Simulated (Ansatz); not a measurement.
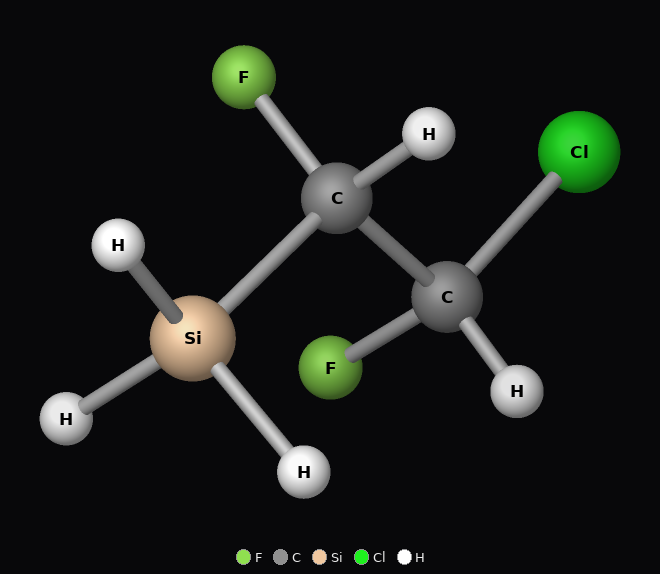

The picture shows the input geometry.

Input file:

```yaml
crystal:
  periodic: [false, false, false]
  atoms:
    - {symbol: F, position_ang: [-1.292400, 0.641900, 1.038000]}
    - {symbol: C, position_ang: [-0.178800, 0.091300, 0.627300]}
    - {symbol: Si, position_ang: [-0.622900, -1.305400, -0.527700]}
    - {symbol: C, position_ang: [0.826700, 1.144700, 0.006700]}
    - {symbol: F, position_ang: [0.158600, 1.719400, -1.076600]}
    - {symbol: Cl, position_ang: [1.181900, 2.414600, 1.188300]}
    - {symbol: H, position_ang: [0.316400, -0.317200, 1.534000]}
    - {symbol: H, position_ang: [-1.356000, -2.332000, 0.171400]}
    - {symbol: H, position_ang: [-1.319900, -0.846000, -1.684800]}
    - {symbol: H, position_ang: [0.672000, -1.956600, -0.939400]}
    - {symbol: H, position_ang: [1.679800, 0.688300, -0.316600]}
basis:
  gaussian: {orbitals: def2-SVP}
hamiltonian: {xc: pbe, dispersion: d4}
relax: {f_tol: 0.03, max_steps: 200}
```

It was started with:

```sh
ansatz run in.yaml --threads 4 --pin off --events-out ev --progress --plain --max-ram 10444MiB
```

What the program printed (its end):

```
1293 factors; their error is unknown
mean field -27959.36397096 eV, -1027.4876743952 hartree, gradient 1.8e-5 eV, S^2 0.000000; 1 other end points of the search recorded, 0 dependent functions left out
the calculation of the forces begins
reference -27959.36400330 eV, -1027.4876755838 hartree; 33, 33 occupied and 84, 84 virtual orbitals, 1293 factors
Total energy: -27959.62015850 eV, -1027.4970891136 hartree
Atom 0 at    -1.324341     0.683928     1.078064 Å, force    -0.007576     0.005068     0.009947 eV/Å
Atom 1 at    -0.134692     0.091164     0.661385 Å, force     0.012583     0.011804     0.006967 eV/Å
Atom 2 at    -0.615802    -1.317183    -0.571669 Å, force     0.008402    -0.017249    -0.002555 eV/Å
Atom 3 at     0.805254     1.113344     0.045915 Å, force    -0.002177     0.009103     0.011609 eV/Å
Atom 4 at     0.362515     1.509759    -1.190539 Å, force    -0.002191     0.004357    -0.012514 eV/Å
Atom 5 at     0.982852     2.561748     1.100738 Å, force    -0.003789    -0.016978    -0.009488 eV/Å
Atom 6 at     0.381282    -0.335912     1.552575 Å, force    -0.005337    -0.004321     0.000092 eV/Å
Atom 7 at    -1.318914    -2.380528     0.220205 Å, force    -0.004704     0.005313     0.000530 eV/Å
Atom 8 at    -1.525472    -0.766994    -1.625918 Å, force     0.005612    -0.002675    -0.000385 eV/Å
Atom 9 at     0.632140    -1.891019    -1.185941 Å, force    -0.004378     0.009506    -0.004197 eV/Å
Atom 10 at     1.820578     0.674692    -0.064215 Å, force     0.003554    -0.003929    -0.000007 eV/Å
Dipole moment:     0.267163    -0.440408     0.010216 e Å
```
